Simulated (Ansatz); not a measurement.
Nudged elastic band, with input and output: GeH3ClO2

GeH3ClO2, computed with RHF/def2-SVP (Ansatz 0.2.0).

One setting was made poor on purpose. It belongs to a series of runs on one base structure; here: band between the two ends.

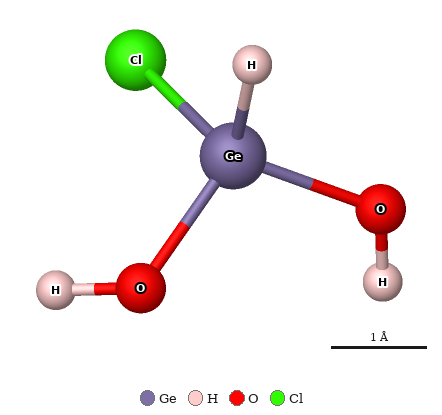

**Figure 1.** The input geometry (ball-and-stick view, seen at a tilt). Sticks mark near contacts.

Input:
```yaml
crystal:
  periodic: [false, false, false]
  atoms:
    - { symbol: Ge, position_ang: [0.222906, -0.09911, 0.553987] }
    - { symbol: H, position_ang: [0.006949, 0.282496, 1.999466] }
    - { symbol: O, position_ang: [1.928449, -0.238796, 0.266992] }
    - { symbol: H, position_ang: [2.203491, -0.680474, -0.522991] }
    - { symbol: Cl, position_ang: [-0.634157, 1.414311, -0.731027] }
    - { symbol: O, position_ang: [-0.528686, -1.605126, 0.097698] }
    - { symbol: H, position_ang: [-1.32205, -1.568201, -0.415027] }
basis:
  gaussian: { orbitals: def2-SVP }
hamiltonian:
  xc: hf
neb:
  order_check: false
  images: 7
  f_tol: 0.05
  max_iterations: 60
  initial_path: linear
  final_atoms:
    - { symbol: Ge, position_ang: [-0.69916191, 0.36669737, 0.67591043] }
    - { symbol: H, position_ang: [1.44585697, -1.13230854, 0.35796357] }
    - { symbol: O, position_ang: [1.50494544, -0.28791398, 0.7938088] }
    - { symbol: H, position_ang: [2.03785849, 0.26540729, 0.23433086] }
    - { symbol: Cl, position_ang: [-0.07451067, 1.41577964, -1.21655754] }
    - { symbol: O, position_ang: [-0.87405298, -1.27139808, -0.02752831] }
    - { symbol: H, position_ang: [-1.46403334, -1.8511637, 0.4311702] }
```

Hardware: 1 thread of Arm Neoverse V2, 24 GiB of memory available, shared host.

Command:
```bash
ansatz run input.yaml --threads 1 --pin off --max-ram 2048MiB --backend cpu --events-out ev --progress --plain --runs-dir out
```

The program's output:
```
Engine: ansatz 0.2.0, aarch64-unknown-linux-gnu
Functional definition: HF
  exchange = exact_x
  correlation = 0
950 factors; integrals over basis functions are off by at most 2.9e-4 eV
mean field evaluation 1: about -73083.4531 eV, gradient 4.4e1 eV
mean field evaluation 2: about -73083.4933 eV, gradient 4.5e1 eV
mean field evaluation 4: about -73087.2456 eV, gradient 2.6e0 eV
mean field evaluation 8: about -73087.2723 eV, gradient 9.8e-5 eV
mean field -73087.27229763 eV, -2685.9077166054 hartree, gradient 1.1e-5 eV, S^2 0.000000; 0 other end points of the search recorded, 0 dependent functions left out
the calculation of the forces begins
reference -73087.27229763 eV, -2685.9077166054 hartree; 34, 34 occupied and 59, 59 virtual orbitals, 950 factors
954 factors; integrals over basis functions are off by at most 1.0e-3 eV
mean field evaluation 16: about -73086.6954 eV, gradient 1.1e0 eV
mean field -73086.70568858 eV, -2685.8868941067 hartree, gradient 2.5e-5 eV, S^2 0.000000; 0 other end points of the search recorded, 0 dependent functions left out
[... from here on the field's lines of each further geometry are left out, up to the last ...]
NEB iter   1: max|band force component| = 2.379e1 eV/Å  barrier→ = 10.4951 eV  barrier← = 9.9285 eV  Δτ_max = 0.1976 Å  (308 SCF iters)
NEB iter   2: max|band force component| = 7.213e0 eV/Å  barrier→ = 4.7864 eV  barrier← = 4.2198 eV  Δτ_max = 0.1991 Å  (265 SCF iters)
NEB iter   3: max|band force component| = 3.649e0 eV/Å  barrier→ = 3.7594 eV  barrier← = 3.1928 eV  Δτ_max = 0.2000 Å  (256 SCF iters)
NEB iter   4: max|band force component| = 1.732e0 eV/Å  barrier→ = 2.9162 eV  barrier← = 2.3496 eV  Δτ_max = 0.2000 Å  (243 SCF iters)
NEB iter   5: max|band force component| = 1.557e0 eV/Å  barrier→ = 2.6253 eV  barrier← = 2.0587 eV  Δτ_max = 0.1022 Å  (229 SCF iters)
NEB iter   6: max|band force component| = 2.759e0 eV/Å  barrier→ = 2.6331 eV  barrier← = 2.0665 eV  Δτ_max = 0.0500 Å  (229 SCF iters)
NEB iter   7: max|band force component| = 6.834e-1 eV/Å  barrier→ = 2.4925 eV  barrier← = 1.9259 eV  Δτ_max = 0.1005 Å  (239 SCF iters)
NEB iter   8: max|band force component| = 7.883e-1 eV/Å  barrier→ = 2.5889 eV  barrier← = 2.0223 eV  Δτ_max = 0.0502 Å  (229 SCF iters)
NEB iter   9: max|band force component| = 3.329e0 eV/Å  barrier→ = 2.6945 eV  barrier← = 2.1279 eV  CI = image 3  Δτ_max = 0.1017 Å  (236 SCF iters)
NEB iter  10: max|band force component| = 3.168e0 eV/Å  barrier→ = 2.8824 eV  barrier← = 2.3157 eV  CI = image 3  Δτ_max = 0.1996 Å  (235 SCF iters)
NEB iter  11: max|band force component| = 2.243e0 eV/Å  barrier→ = 3.4139 eV  barrier← = 2.8473 eV  CI = image 3  Δτ_max = 0.2000 Å  (249 SCF iters)
NEB iter  12: max|band force component| = 2.453e0 eV/Å  barrier→ = 3.5875 eV  barrier← = 3.0209 eV  CI = image 3  Δτ_max = 0.1003 Å  (245 SCF iters)
NEB iter  13: max|band force component| = 3.643e-1 eV/Å  barrier→ = 3.5902 eV  barrier← = 3.0235 eV  CI = image 3  Δτ_max = 0.0704 Å  (245 SCF iters)
NEB iter  14: max|band force component| = 1.450e-1 eV/Å  barrier→ = 3.5775 eV  barrier← = 3.0109 eV  CI = image 3  Δτ_max = 0.0439 Å  (237 SCF iters)
NEB iter  15: max|band force component| = 7.770e-2 eV/Å  barrier→ = 3.5743 eV  barrier← = 3.0077 eV  CI = image 3  Δτ_max = 0.0244 Å  (231 SCF iters)
NEB iter  16: max|band force component| = 7.579e-2 eV/Å  barrier→ = 3.5734 eV  barrier← = 3.0068 eV  CI = image 3  Δτ_max = 0.0201 Å  (230 SCF iters)
NEB iter  17: max|band force component| = 5.042e-2 eV/Å  barrier→ = 3.5730 eV  barrier← = 3.0063 eV  CI = image 3  Δτ_max = 0.0102 Å  (216 SCF iters)
the calculation of the forces begins
reference -73086.66558347 eV, -2685.8854202712 hartree; 34, 34 occupied and 59, 59 virtual orbitals, 953 factors
950 factors; integrals over basis functions are off by at most 1.3e-3 eV
mean field evaluation 1024: about -73083.6995 eV, gradient 2.7e-4 eV
mean field -73083.69953412 eV, -2685.7764199682 hartree, gradient 2.2e-5 eV, S^2 0.000000; 1 other end points of the search recorded, 0 dependent functions left out
the calculation of the forces begins
reference -73083.69953412 eV, -2685.7764199682 hartree; 34, 34 occupied and 59, 59 virtual orbitals, 950 factors
NEB iter  18: max|band force component| = 2.631e-2 eV/Å  barrier→ = 3.5728 eV  barrier← = 3.0062 eV  CI = image 3  Δτ_max = 0.0000 Å  (468 SCF iters)
```

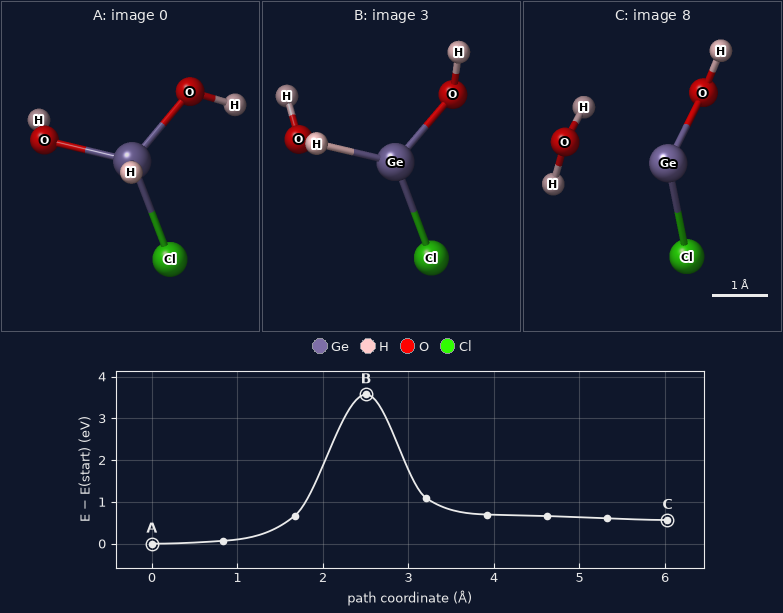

**Figure 2.** Images of the last band (counted from 0; ball-and-stick, seen at a tilt) above the energy along the path; the line is a cubic interpolation that uses the forces. The highest image is number 3, 3.573 eV above the start and 3.006 eV above the end (the climbing image); the end lies 0.567 eV above the start. The path is 6.03 Å long. The band converged in 18 iterations.

```
Total energy: -73083.69953412 eV, -2685.7764199682 hartree
Atom 0 at    -0.215070     0.185706     0.126678 Å, force     0.005742     0.008842    -0.017612 eV/Å
Atom 1 at     0.550662     0.330075     1.561721 Å, force     0.001399     0.003729     0.015159 eV/Å
Atom 2 at     1.578615    -0.122020     0.776583 Å, force    -0.012043    -0.021250    -0.010916 eV/Å
Atom 3 at     1.985635    -0.982345     0.829233 Å, force     0.007741     0.011441     0.005234 eV/Å
Atom 4 at    -0.040051     1.370656    -1.663841 Å, force     0.000727     0.005454    -0.001136 eV/Å
Atom 5 at    -0.771572    -1.354684    -0.498406 Å, force    -0.012152    -0.006149     0.026654 eV/Å
Atom 6 at    -1.211318    -1.922288     0.117130 Å, force     0.008585    -0.002065    -0.017383 eV/Å
Dipole moment:    -0.141195    -0.470279     0.662797 e Å
this run last wrote the band of iteration 18 to [file]
```

The last band as extended XYZ (Å, eV, eV/Å):
```
7
Properties=species:S:1:pos:R:3:forces:R:3 image=0 energy=-73087.27230
Ge    0.2229   -0.0991    0.5540   -0.0011   0.0067   0.0022
H     0.0069    0.2825    1.9995   -0.0008   0.0017  -0.0017
O     1.9284   -0.2388    0.2670    0.0007  -0.0043  -0.0040
H     2.2035   -0.6805   -0.5230    0.0015   0.0033   0.0030
Cl   -0.6342    1.4143   -0.7310    0.0015  -0.0031   0.0026
O    -0.5287   -1.6051    0.0977   -0.0017  -0.0054  -0.0058
H    -1.3220   -1.5682   -0.4150   -0.0001   0.0011   0.0036
7
Properties=species:S:1:pos:R:3:forces:R:3 image=1 energy=-73087.20339
Ge    0.1891    0.0010    0.3788    0.0265  -0.0123   0.0227
H    -0.1918    0.2735    1.8199   -0.1008   0.0314   0.0038
O     1.9120   -0.1340    0.2158    0.0284  -0.0008   0.0069
H     2.2356   -0.9729   -0.0775    0.0130  -0.0024  -0.0880
Cl   -0.5061    1.6269   -0.8437    0.0044  -0.0170   0.0235
O    -0.4473   -1.5005   -0.2397    0.0927  -0.0613   0.0451
H    -1.3146   -1.7889   -0.0045   -0.0642   0.0623  -0.0139
7
Properties=species:S:1:pos:R:3:forces:R:3 image=2 energy=-73086.60316
Ge    0.0787    0.0688    0.2362    0.9017  -0.2298  -0.0344
H     0.0735    0.3185    1.7227   -1.5960   0.4292   0.3009
O     1.8102   -0.1591    0.3194    0.4983  -0.1290  -0.9576
H     2.1263   -1.0190    0.5362    0.1435  -0.2010  -0.0735
Cl   -0.3246    1.5867   -1.2166    0.0105   0.0475   0.4172
O    -0.7720   -1.2972   -0.4424    0.0157   0.0803   0.2199
H    -1.1152   -1.9936    0.0937    0.0263   0.0028   0.1276
7
Properties=species:S:1:pos:R:3:forces:R:3 image=3 energy=-73083.69953
Ge   -0.2151    0.1857    0.1267    0.0057   0.0088  -0.0176
H     0.5507    0.3301    1.5617    0.0014   0.0037   0.0152
O     1.5786   -0.1220    0.7766   -0.0120  -0.0213  -0.0109
H     1.9856   -0.9823    0.8292    0.0077   0.0114   0.0052
Cl   -0.0401    1.3707   -1.6638    0.0007   0.0055  -0.0011
O    -0.7716   -1.3547   -0.4984   -0.0122  -0.0061   0.0267
H    -1.2113   -1.9223    0.1171    0.0086  -0.0021  -0.0174
7
Properties=species:S:1:pos:R:3:forces:R:3 image=4 energy=-73086.18619
Ge   -0.5436    0.3204   -0.0962   -0.8115   0.2687  -0.2541
H     0.9446    0.3055    1.6439    0.9852  -0.4198   0.3635
O     1.4562   -0.0210    0.9065   -0.2092   0.2054   0.1594
H     1.7818   -0.8999    1.0818   -0.2258   0.2049   0.0714
Cl    0.2801    1.0513   -1.9937    0.1356  -0.1272  -0.2078
O    -0.7339   -1.4092   -0.4545    0.1143  -0.0868  -0.0222
H    -1.3083   -1.8420    0.1614    0.0114  -0.0452  -0.1102
7
Properties=species:S:1:pos:R:3:forces:R:3 image=5 energy=-73086.57452
Ge   -0.6641    0.4498   -0.2411   -0.0304   0.0144  -0.0059
H     1.2665    0.1557    1.9420    0.0448  -0.0220   0.0439
O     1.2907    0.0308    1.0038   -0.0226   0.0212   0.0070
H     1.5692   -0.8625    0.8377   -0.0211   0.0215  -0.0428
Cl    0.5968    0.7971   -2.0328    0.0183  -0.0303   0.0043
O    -0.7428   -1.3303   -0.3778    0.0094  -0.0036   0.0006
H    -1.4394   -1.7354    0.1173    0.0016  -0.0012  -0.0070
7
Properties=species:S:1:pos:R:3:forces:R:3 image=6 energy=-73086.61045
Ge   -0.5583    0.6311   -0.1512   -0.0028  -0.0011  -0.0019
H     1.2056   -0.5084    1.9223   -0.0168  -0.0309  -0.0024
O     1.3249   -0.1137    1.0693   -0.0024   0.0086   0.0085
H     1.7513   -0.7615    0.5199    0.0267   0.0379  -0.0230
Cl    0.8647    0.7308   -1.8674    0.0119  -0.0193   0.0061
O    -0.9662   -1.0936   -0.3485   -0.0070   0.0005   0.0079
H    -1.7451   -1.3796    0.1047   -0.0097   0.0043   0.0048
7
Properties=species:S:1:pos:R:3:forces:R:3 image=7 energy=-73086.66558
Ge   -0.3717    0.7813    0.0347    0.0020  -0.0013  -0.0008
H     1.0212   -1.1703    1.5087   -0.0271  -0.0312  -0.0370
O     1.3503   -0.3815    1.0969   -0.0047   0.0044   0.0093
H     1.9153   -0.6660    0.3864    0.0293   0.0461   0.0034
Cl    1.0169    0.7222   -1.7334    0.0086  -0.0219   0.0003
O    -1.0971   -0.8317   -0.2088    0.0000  -0.0038   0.0178
H    -1.9580   -0.9489    0.1646   -0.0080   0.0078   0.0069
7
Properties=species:S:1:pos:R:3:forces:R:3 image=8 energy=-73086.70569
Ge   -0.3027    0.8180    0.1491    0.0048  -0.0020  -0.0079
H     0.9215   -1.3925    0.9002   -0.0037   0.0012  -0.0007
O     1.3155   -0.5411    1.0628    0.0067  -0.0034  -0.0039
H     2.1046   -0.5060    0.5344   -0.0043   0.0025   0.0060
Cl    0.9502    0.7102   -1.7192   -0.0047   0.0028   0.0047
O    -1.1361   -0.7546   -0.0533    0.0014  -0.0050  -0.0003
H    -1.9761   -0.8289    0.3751   -0.0002   0.0038   0.0020
```

Summary:

```json
{"quantity": "outcome", "value": "converged"}
{"quantity": "barrier, forward", "value": "3.573 eV"}
{"quantity": "barrier, backward", "value": "3.006 eV"}
{"quantity": "wall time", "value": "4.1 min"}
{"quantity": "peak memory", "value": "0.19 GiB"}
```

Remarks:

A deliberately poor setting: straight start. The order of the saddle point was not checked.
